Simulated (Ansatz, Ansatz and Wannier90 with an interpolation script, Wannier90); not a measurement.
# From a coarse GW mesh to bands everywhere: BaSrMgWO6 (F-43m), part 3 of 3

Aim: the G0W0 bands of BaSrMgWO6 (F-43m) along the symmetry lines, with the gap off the mesh.

Ansatz 0.2.0; LDA, Wannier functions and G0W0, plane waves, PAW. Known limits of the many-body steps: not at the basis limit; no spin-orbit coupling.

So far. Step 2 (LDA bands): The gap is indirect, with the least direct gap 0.06 eV higher. The pressure of -13 GPa says that this functional would shrink the cell; it is kept. Step 4 (Wannier functions by Wannier90 (O:2p W:5d) on 8×8×8): Near the gap the model misses directly solved bands by 0.1 meV r.m.s. and by 1 meV at most in the window tested. This tests the starting bands, not the corrections carried with them.

## (5) G0W0 at every point of the mesh: 4×4×4 mesh, 506 empty bands, screening to 140 eV

G0W0 replaces the xc potential by the self-energy, built once from these orbitals. Only a window of levels is corrected, while the sums run over the empty bands that the input names.

This step: G0W0 on LDA, plane waves, PAW.

Input file input.yaml:

```yaml
crystal:
  lattice:
    - [0.0, 4.068012, 4.068012]
    - [4.068012, 0.0, 4.068012]
    - [4.068012, 4.068012, 0.0]
  atoms:
    - { symbol: Ba, position: [0.25, 0.25, 0.25] }
    - { symbol: Sr, position: [0.75, 0.75, 0.75] }
    - { symbol: Mg, position: [0.5, 0.5, 0.5] }
    - { symbol: W, position: [0.0, 0.0, 0.0] }
    - { symbol: O, position: [0.240848, 0.759152, 0.240848] }
    - { symbol: O, position: [0.240848, 0.240848, 0.759152] }
    - { symbol: O, position: [0.759152, 0.240848, 0.240848] }
    - { symbol: O, position: [0.759152, 0.240848, 0.759152] }
    - { symbol: O, position: [0.759152, 0.759152, 0.240848] }
    - { symbol: O, position: [0.240848, 0.759152, 0.759152] }
kpoints:
  mp_grid: { grid: [4, 4, 4] }
hamiltonian:
  xc: lda
scf:
  occupations: { method: fixed }
gw:
  n_empty_bands: 506
  ecut_chi: 140.0
  qp_bands: [v18, c3]
  screening: { model: contour_deformation }
```

Started as:

```console
> ansatz run input.yaml --threads 4 --pin off --max-ram 18432MiB --backend cpu --events-out ev --progress --plain --runs-dir out
```

Numbers of over 12 decimals in the logs are rounded to 6 here.

What it wrote:

```text
[...]
Crystal: 10 atoms, lattice volume = 134.641 Å³
Basis set: ecut = 420 eV, 2685 PW (Γ)
Bands: 50, of which v1, the nominal top of the filled ones, is band 40 counted from 1 (39 counted from 0)
Symmetry: 24 space group operations
[...]
k-points: 8 of 64 (time reversal used)
[...]
SCF iter   1: F=—  HF=-24600.234325 eV  |F-HF|=—  |Δ(HF+E_count)|=         —  Δρ=1.82e-2  dr2=4.31e-1  ethr=1.77e-3  ⟨swp⟩=5.1  Hψ=1505  notcnv=0  defer=56
[...]
SCF iter   8: F=-24600.131575 eV  HF=-24600.131575 eV  |F-HF|=4.51e-9  |Δ(HF+E_count)|=   3.11e-8  Δρ=1.55e-6  dr2=6.01e-9  ethr=1.25e-10  ⟨swp⟩=2.8  Hψ=758  notcnv=0
SCF 1 converged in 8 iterations: F = -24600.131575 eV  dr2 = 6.01e-9
[...]
G₀W₀ screening: q 1/8
[... further progress lines ...]
[...]
SCF converged after 8 iterations
Free energy (F): -24600.131575 eV
[...]
Internal energy: -24600.131575 eV  (E = F + TS)
E sigma→0 (E₀):  -24600.131575 eV
Fermi energy:    8.710506 eV
[...]
--- Band table (eV; the first three rows and the last of 8) ---
  k-point 0: bands = [... 36 lower, 8.3100, 8.7105, 8.7105, 8.7105, 11.5551, 11.5551, 11.5551, 13.7134, ... 6 higher]
  k-point 1: bands = [... 36 lower, 8.1826, 8.4225, 8.4225, 8.5550, 11.6976, 11.7896, 11.7896, 14.4207, ... 6 higher]
  k-point 2: bands = [... 36 lower, 8.0105, 8.1500, 8.1500, 8.3077, 11.8202, 11.9447, 11.9447, 15.5798, ... 6 higher]
  k-point 7: bands = [... 36 lower, 7.5018, 7.6771, 8.2165, 8.3030, 11.8970, 11.9217, 12.4688, 15.3690, ... 6 higher]
--- G₀W₀: contour deformation, 6 samples at zero and on the imaginary axis and 3 off it, 64 q-points, 506 empty bands' worth ---
  eigenvalues of the whole cell's RPA ε∞ on this k-mesh (on a slab, of 1 + 4πα/V) = 4.4358, 4.4358, 4.4358; static W/v taken at q = 0 is 0.225438
  `?` marks the rows in doubt; gw_qp.tsv's column doubts and the gw_qp event give each row's grounds
    ik  band        ε_KS         Σx   Σc(E_QP)       V_xc       Z   E_QP_lin       E_QP  E_QP is
     0    23      3.4901   -24.0842     5.6655   -17.8897  0.6487     2.9416     2.9611  root
     0    24      4.8655   -26.5616     5.1027   -20.9579  0.6783     4.3543     4.3646  root
     0    25      4.8655   -26.5616     5.1027   -20.9579  0.6783     4.3543     4.3646  root
     0    26      5.1234   -23.6609     4.5875   -18.6564  0.6312     4.7106     4.7062  root
     0    27      5.1234   -23.6609     4.5875   -18.6564  0.6312     4.7106     4.7062  root
     0    28      5.1234   -23.6609     4.5875   -18.6564  0.6312     4.7106     4.7062  root
     0    29      6.1495   -24.9628     4.7160   -19.6333  0.7040     5.5196     5.5360  root
     0    30      6.1495   -24.9628     4.7160   -19.6333  0.7040     5.5196     5.5360  root
     0    31      6.1495   -24.9628     4.7160   -19.6333  0.7040     5.5196     5.5360  root
     0    32      7.6301   -24.6044     4.5162   -19.5876  0.7156     7.1233     7.1295  root
     0    33      7.6301   -24.6044     4.5162   -19.5876  0.7156     7.1233     7.1295  root
     0    34      7.6301   -24.6044     4.5162   -19.5876  0.7156     7.1233     7.1295  root
     0    35      8.3100   -25.8570     4.2785   -21.0874  0.7375     7.8147     7.8190  root
     0    36      8.3100   -25.8570     4.2785   -21.0874  0.7375     7.8147     7.8190  root
[...]
6    26      5.1240   -23.0726     4.4988   -18.2535  0.5994     4.7980     4.8037  root ?
     6    27      5.1240   -23.0726     4.4988   -18.2535  0.5994     4.7980     4.8037  root ?
[...]
7    39      8.2165   -25.1004     4.4693   -20.1298  0.7267     7.7102     7.7153  root
     7    40      8.3030   -25.1699     4.4157   -20.2558  0.7285     7.7998     7.8046  root
     7    41     11.8970   -15.6667    -4.3629   -21.2091  0.7710    13.0974    13.0765  root
     7    42     11.9217   -15.7287    -4.3406   -21.2611  0.7702    13.1349    13.1135  root
     7    43     12.4688   -16.9515    -4.4582   -22.6528  0.7543    13.7409    13.7118  root
```

The job ended after 11 min (4 threads of Arm Neoverse V2, shared host; peak memory 3.6 GiB).

Numbers from this step:

```yaml
bands_summed: 546
rpa_eps_infinity_on_this_mesh_eigenvalues: 4.436, 4.436, 4.436
plane_waves_in_the_screening_matrix: 531
q_points_in_the_mesh: 64
g0w0_gap_on_the_mesh: 4.255 eV
k_of_the_valence_top: 0, 0, 0
k_of_the_conduction_bottom: 0, -0.5, -0.5
starting_gap_on_the_mesh: 2.644 eV
z_at_the_valence_top: 0.7300
z_at_the_conduction_bottom: 0.7843
least_direct_g0w0_gap_on_the_computed_points: 4.326 eV
```

The gap on the mesh goes from 2.64 eV to 4.26 eV, a correction of +1.61 eV. Between the two edge states, bare exchange in place of the xc potential would open the gap by 10.48 eV, and correlation takes back 8.87 eV.

## (6) Interpolating the corrections

A script adds the corrections, carried to the Wannier functions and back, to the LDA levels, along the path and on a 13×13×13 mesh.

```
G0W0 gap over the zone     : 4.255 eV
valence top at             : Γ
conduction bottom at       : X
starting gap over the zone : 2.644 eV
least direct G0W0 gap      : 4.326 eV
G0W0 gap on the mesh       : 4.255 eV
valence width, start       : 5.321 eV
valence width, G0W0        : 5.361 eV
gap by a rigid shift       : 4.255 eV
```

Levels solved directly plus the interpolated quasiparticle correction. Limits: finite bands, cutoff and mesh; no spin-orbit coupling. Quasiparticle bands along the path, in eV, zero at the valence-band top of each set:

```csv
point,band 37,band 38,band 39,band 40,band 41,band 42,band 43
Γ,-0.44,0.00,0.00,0.00,4.45,4.45,4.45
X,-1.14,-0.86,-0.86,-0.07,4.25,5.46,5.46
U,-0.96,-0.96,-0.84,-0.26,4.53,5.24,5.31
jump to K,-0.96,-0.96,-0.84,-0.26,4.53,5.24,5.31
Γ,-0.44,0.00,0.00,0.00,4.45,4.45,4.45
L,-0.75,-0.61,-0.61,-0.45,4.75,4.88,4.88
W,-1.28,-1.12,-0.54,-0.45,4.82,4.86,5.46
X,-1.14,-0.86,-0.86,-0.07,4.25,5.46,5.46
```

The same for LDA:

```csv
point,band 37,band 38,band 39,band 40,band 41,band 42,band 43
Γ,-0.40,0.00,0.00,0.00,2.84,2.84,2.84
X,-1.07,-0.79,-0.79,-0.06,2.64,3.76,3.76
U,-0.89,-0.89,-0.77,-0.24,2.91,3.57,3.63
K,-0.89,-0.89,-0.77,-0.24,2.91,3.57,3.63
Γ,-0.40,0.00,0.00,0.00,2.84,2.84,2.84
L,-0.70,-0.56,-0.56,-0.40,3.11,3.23,3.23
W,-1.21,-1.03,-0.49,-0.41,3.19,3.21,3.76
X,-1.07,-0.79,-0.79,-0.06,2.64,3.76,3.76
```

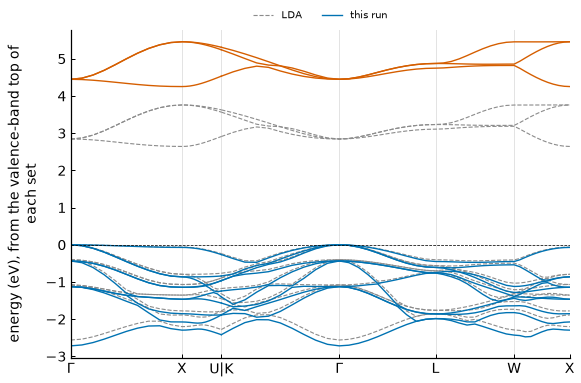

Quasiparticle bands along the path; lines of filled and empty bands in two colours; dashed: LDA.

Minima of the lowest conduction band, from levels solved directly at the displaced points, plus the interpolated correction; masses are left empty at degenerate points, on flat bands and where the interpolated correction rules the curvature; G0W0 masses are rough. Conduction valleys, by row:

```csv
point,k (reciprocal lattice),valleys in the zone,G0W0 level above the valence top (eV),LDA level above the valence top (eV),G0W0 principal masses (m_e),LDA principal masses (m_e)
X,-0.500 -0.500 0.000,3,4.255,2.644,0.768 0.768 8.301,0.796 0.796 6.417
```

Second differences of levels solved directly at the displaced points, plus the interpolated correction, at the quasiparticle band edges; no spin-orbit coupling; left empty where the band is flat or the interpolated correction rules the curvature. Effective masses, by row:

```csv
carrier,point,Cartesian direction,band,LDA mass (m_e),G0W0 mass (m_e)
hole,Γ,100,39,0.995,0.917
hole,Γ,100,38,0.993,0.916
hole,Γ,010,39,0.995,0.917
hole,Γ,010,38,0.993,0.916
hole,Γ,001,39,0.995,0.917
hole,Γ,001,38,0.994,0.917
hole,Γ,110,40,3.161,2.861
hole,Γ,110,39,1.324,1.191
hole,Γ,110,38,0.994,0.917
hole,Γ,111,40,2.51,2.315
hole,Γ,111,39,1.19,1.081
hole,Γ,111,38,1.19,1.081
electron,X,100,41,0.809,0.78
electron,X,010,41,0.809,0.78
electron,X,110,41,0.804,0.776
electron,X,111,41,1.146,1.122
```

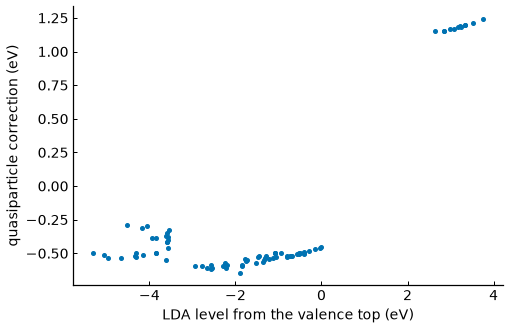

The correction of every computed level, on the run's own energy scale, against its starting energy.

## (7) LDA+SOC bands, for comparison

The many-body steps leave out spin-orbit coupling, so its effect is taken from a two-component run, with twice the bands.

This step: DFT, LDA with spin-orbit coupling, plane waves, PAW.

input.yaml, the sections that differ from step 5:

```yaml
kpoints:
  mp_grid: { grid: [4, 4, 4] }
  band_path:
    path:
      - [[0.0, 0.0, 0.0], [-0.5, -0.5, 0.0], [-0.375, -0.375, 0.25]]
      - [[-0.375, 0.0, 0.375], [0.0, 0.0, 0.0], [0.0, 0.0, 0.5], [-0.5, -0.25, 0.25], [-0.5, -0.5, 0.0]]
    npoints: 10
scf:
  occupations: { method: fermi_dirac, width: 0.02 }
  n_extra_bands: 14
magnetization:
  noncollinear: true
  spin_orbit: true
output:
  eigenvalues: true
  forces: true
  stress: true
# crystal, hamiltonian: as in step 5
# gw: removed
```

What it wrote:

```text
[...]
non-collinear run that drives no moment, with spin-orbit: no starting moment large enough to seed its density (crystal.atoms[].spin), no starting occupations that ask for one, no magnetisation constraint and no magnetic field, so the semilocal B_xc is pinned to zero
Crystal: 10 atoms, lattice volume = 134.641 Å³
Basis set: ecut = 420 eV, 2685 PW (Γ)
Bands: 94, of which v1, the nominal top of the filled ones, is band 80 counted from 1 (79 counted from 0)
Symmetry: 24 space group operations + 24 with time reversal
[...]
k-points: 8 of 64 (time reversal used)
Projection manifold: j_resolved (fully-relativistic pseudo-atomic orbitals)
[...]
SCF iter   1: F=—  HF=-24634.270460 eV  |F-HF|=—  |Δ(HF+E_count)|=         —  Δρ=7.71e-2  dr2=1.81e1  dr2_m=0.00e0 (ungated)  ethr=3.10e-3  |M|=0.00e0 ∫|m|=0.00e0 μB  |m|>n=0.0e0 m-floor=0.0e0 τ_xc=0.0e0  β_m=0.30  ⟨swp⟩=10.5  Hψ=4328  notcnv=0
[...]
spin=Noncollinear: Resta preconditioning applied to the charge; magnetization (m_x, m_y, m_z) channels mix plain (no charge-response kernel on spin).
SCF iter   2: F=—  HF=-24630.825316 eV  |F-HF|=—  |Δ(HF+E_count)|=    3.45e0  Δρ=5.01e-2  dr2=6.63e0  dr2_m=0.00e0 (ungated)  ethr=3.10e-3  |M|=0.00e0 ∫|m|=0.00e0 μB  |m|>n=0.0e0 m-floor=0.0e0 τ_xc=0.0e0  β_m=0.52  ⟨swp⟩=4.6  Hψ=1488  notcnv=0  defer=68
[...]
site 7: m = (+0.0000, +0.0000, +0.0000) μB, |m| = 0.0000 μB  (R = 0.81 Å)
  site 8: m = (+0.0000, +0.0000, +0.0000) μB, |m| = 0.0000 μB  (R = 0.81 Å)
  site 9: m = (+0.0000, +0.0000, +0.0000) μB, |m| = 0.0000 μB  (R = 0.81 Å)
Free energy (F): -24628.984682 eV
[...]
Internal energy: -24628.984682 eV  (E = F + TS)
E sigma→0 (E₀):  -24628.984682 eV
Fermi energy:    10.026459 eV
[...]
--- Forces (eV/Å), atoms counted from 1 ---
  atom   1  Ba    -0.00000000     0.00000000     0.00000000
  atom   2  Sr     0.00000000     0.00000000     0.00000000
  atom   3  Mg     0.00000000    -0.00000000    -0.00000000
  atom   4  W      0.00000000    -0.00000000    -0.00000000
  atom   5  O      0.00000000    -0.93646818    -0.00000000
  atom   6  O      0.00000000    -0.00000000    -0.93646818
  atom   7  O     -0.93646818    -0.00000000     0.00000000
  atom   8  O      0.00000000     0.93646818     0.00000000
  atom   9  O      0.00000000     0.00000000     0.93646818
  atom  10  O      0.93646818     0.00000000     0.00000000
  max |Σ_I F_I| component: 6.73e-16 eV/Å
--- Stress (GPa, compression-positive) ---
      -13.456414      -0.000000      -0.000000
        0.000000     -13.456414       0.000000
       -0.000000       0.000000     -13.456414
  P = ⅓ Tr σ = -13.4564 GPa (-134.564 kbar)
--- Band table (eV; the first three rows and the last of 8) ---
  k-point 0: bands = [... 76 lower, 8.7157, 8.7157, 8.7157, 8.7157, 11.4487, 11.4487, 11.4487, 11.4487, ... 10 higher]
  k-point 1: bands = [... 76 lower, 8.4429, 8.4450, 8.5544, 8.5544, 11.5954, 11.5954, 11.6824, 11.6841, ... 10 higher]
  k-point 2: bands = [... 76 lower, 8.1866, 8.1866, 8.3069, 8.3069, 11.7067, 11.7067, 11.8432, 11.8432, ... 10 higher]
  k-point 7: bands = [... 76 lower, 8.2123, 8.2209, 8.3005, 8.3077, 11.7628, 11.7884, 11.9614, 11.9815, ... 10 higher]
[key lines of the parts left out:]
SCF converged after 10 iterations
Magnetization: |M| = 0.0000 μB,  M = (+0.0000, +0.0000, +0.0000) μB
```

The job ended after 47 s (4 threads; peak memory 1.6 GiB; 3 min of CPU time).

Numbers from this step:

* pressure: -13.46 GPa
* filled bands: 80
* gap: 2.620 eV
* valence top at: Γ
* conduction bottom at: X
* least direct gap: 2.688 eV

The gap stands −0.02 eV against LDA.

The electronic bands at the labelled points (eV, zero at the top of the highest nominally filled band):

```csv
point,band 77,band 78,band 79,band 80,band 81,band 82,band 83,band 84
Γ,0.00,0.00,0.00,0.00,2.73,2.73,2.73,2.73
X,-0.75,-0.75,-0.07,-0.07,2.62,2.62,3.60,3.60
U,-0.76,-0.76,-0.24,-0.24,2.87,2.87,3.44,3.44
jump to K,-0.76,-0.76,-0.24,-0.24,2.87,2.87,3.44,3.44
Γ,0.00,0.00,0.00,0.00,2.73,2.73,2.73,2.73
L,-0.53,-0.53,-0.41,-0.41,2.99,2.99,3.13,3.13
W,-0.50,-0.49,-0.42,-0.41,3.05,3.07,3.25,3.27
X,-0.75,-0.75,-0.07,-0.07,2.62,2.62,3.60,3.60
```

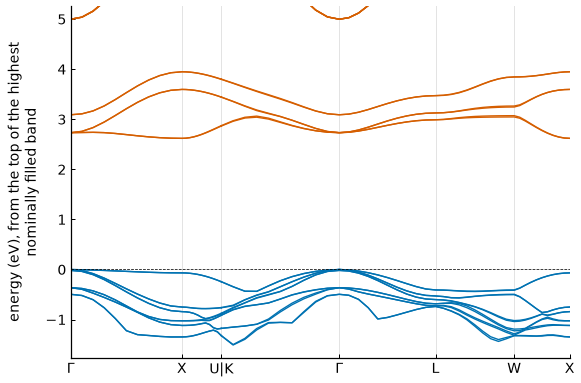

Electronic bands along the path; lines of filled and empty bands in two colours.

## (8) Summary of results

* LDA gap: 2.64 eV
* G0W0 gap over the zone: 4.25 eV, indirect
* least direct G0W0 gap, in the model: 4.33 eV
* with the spin-orbit change: 4.23 eV
* GW settings: 4×4×4 mesh, 506 empty bands, screening to 140 eV
* known limits: not at the basis limit; no spin-orbit coupling

What this shows: The Wannier model follows the LDA bands to under 1 meV r.m.s. near the gap. The G0W0 gap over the zone is 4.25 eV, indirect, from Γ to X; on the mesh alone it is 4.26 eV, nearly the same. The valence width in the model goes from 5.32 eV to 5.36 eV. At the band edge the lightest electron mass is 0.80 m_e at the start and 0.78 m_e in G0W0; the G0W0 masses rest on corrections from the 4×4×4 mesh alone and are rough. LDA+SOC gives a gap of 2.62 eV on the same path, a spin-orbit change of −0.02 eV that would bring the G0W0 gap to 4.23 eV. Bands and cutoff are finite, so the gap is not at the basis limit. The miss can reach some tenths of an eV and take either sign; the mesh is an error of its own. Above the frozen window of the model the interpolated levels need not meet the computed ones, even at points of the mesh.

[Paths, hosts, dates, memory and timing lines, banners, echoed tables and standing remarks are left out of the program output.]

[Logs are printed without paths, hosts, clocks, repeated set-up lines and the standing remarks that a program may print on its own settings, such as how far it seeks lower states.]

[Runs of the session that timed out or met a known fault of the program may be left out.]

[Hosts, paths, dates, database ids (printed as entryN), source tags and the programs' standing remarks are cut or masked in the printed files.]
